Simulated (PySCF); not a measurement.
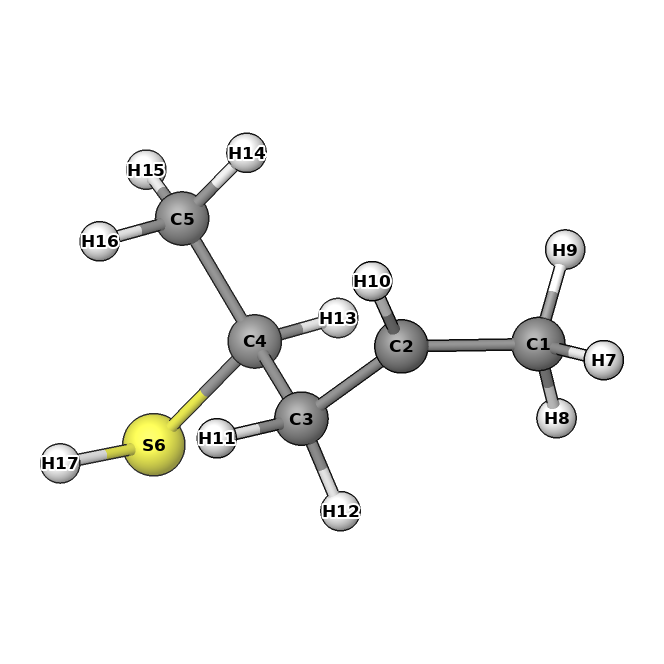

Charge 0, doublet. Computed geometry: GFN2-xTB optimisation. No frequency run is at hand to confirm it as a minimum. Level of theory: UKS B3LYP, pcH-1 on C H S, non-relativistic (PySCF 2.14.0). Fermi-contact and spin-dipolar terms alone, no spin-orbit part.

Question. Which nucleus has the largest dipolar (anisotropic) hyperfine coupling?

Answer. 13C at C2: principal values −80.2, −79.4, 159.7 MHz.

List the isotropic and dipolar parts for the most strongly coupled nuclei, one of each equivalent set.

```csv
atom,isotope,a_iso (MHz),dipolar part (MHz)
C2,13C,96.8,"−80.2, −79.4, 159.7"
H10,1H,−61.0,"−38.1, −0.3, 38.4"
C4,13C,99.1,"−5.9, −5.5, 11.4"
H7,1H,93.7,"−5.2, −4.3, 9.4"
H12,1H,45.6,"−4.9, −4.3, 9.2"
H11,1H,24.3,"−5.1, −4.1, 9.2"
H9,1H,129.2,"−5.2, −3.2, 8.4"
H8,1H,4.9,"−4.6, −3.8, 8.4"
```
